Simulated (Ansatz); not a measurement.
## Electronic structure of ClGaH4N2 in real space

```xyz
8

Ga   -0.6987    0.2979    0.6375
N     0.9787    0.1172   -0.6090
N    -1.3510   -1.2666    0.2540
H     0.7788   -0.8158   -0.9666
Cl   -0.3891    2.2554    1.4648
H     1.0257    0.7732   -1.3802
H     1.8771    0.1155   -0.1398
H    -2.2215   -1.4770    0.7393
```

The product side of a reaction path; geometry: PBE0-D4/def2-TZVP.

Level of theory: RKS PBE0-D4/def2-TZVPP (Ansatz).

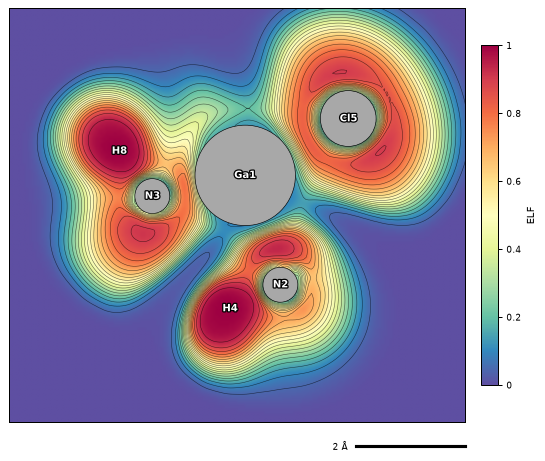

Figure 1. Electron localisation function on the plane of atoms N2, Ga1 and Cl5. Grey discs cover the atomic cores.

What does the map show?

The plane passes through Ga, N, H and Cl nuclei.
Ga–N (1.74 Å): the ELF peaks at about 0.80 in the valence shell of N, 0.6 Å from its nucleus, and is about 0.35 at the midpoint.
Ga–Cl (2.15 Å): the ELF peaks at about 0.85 in the valence shell of Cl, 0.8 Å from its nucleus, and is about 0.55 at the midpoint.
N–H (1.02 Å): the ELF climbs to about 1 towards the hydrogen, as it does in any bond to H; an ordinary covalent bond to hydrogen.
The ELF also peaks beside N3 and Cl5, away from the bonds: lone-pair regions.

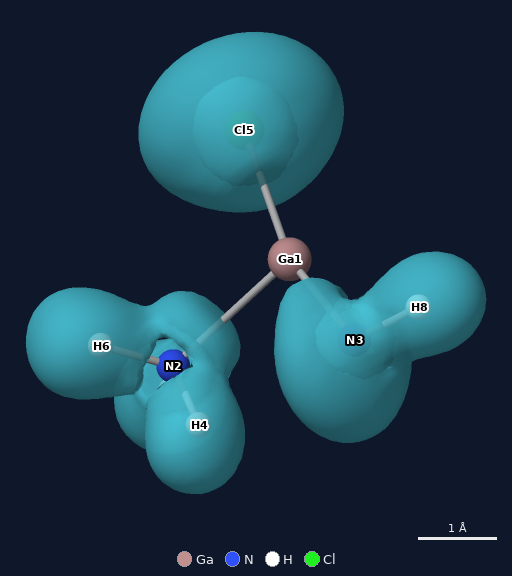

Figure 2. Isosurface of the electron localisation function at 0.75 (cyan), seen at a tilt. Core shells and regions of very low density are left out.

Describe the localisation domains.

The surface consists of one region wrapped around Cl (its valence shell) and two joined regions spread over several atoms (H, N), in which their bonds and any lone pairs are merged.

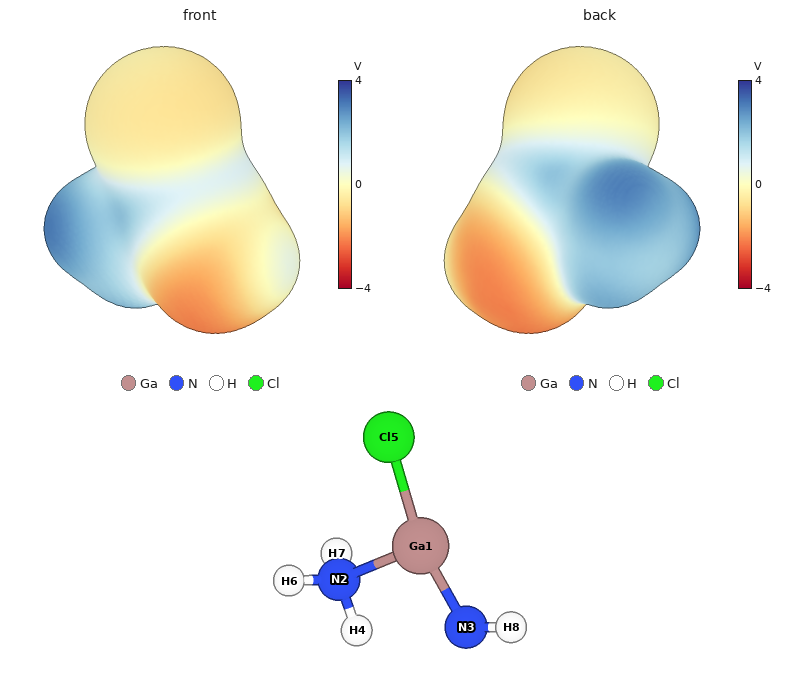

Figure 3. The electrostatic potential painted on the density surface at 0.002 e/bohr³, seen from the front and from behind; the colour scale runs from red (negative) to blue (positive). The bare structure is drawn below in the same view.

Describe the electrostatic potential map.

The most negative region (about −2.1 V, or −48 kcal/mol for a unit charge) lies over N3, the most positive (about +3.0 V, or +69 kcal/mol for a unit charge) over H6 and H7. N3 is the likeliest acceptor of a hydrogen bond.
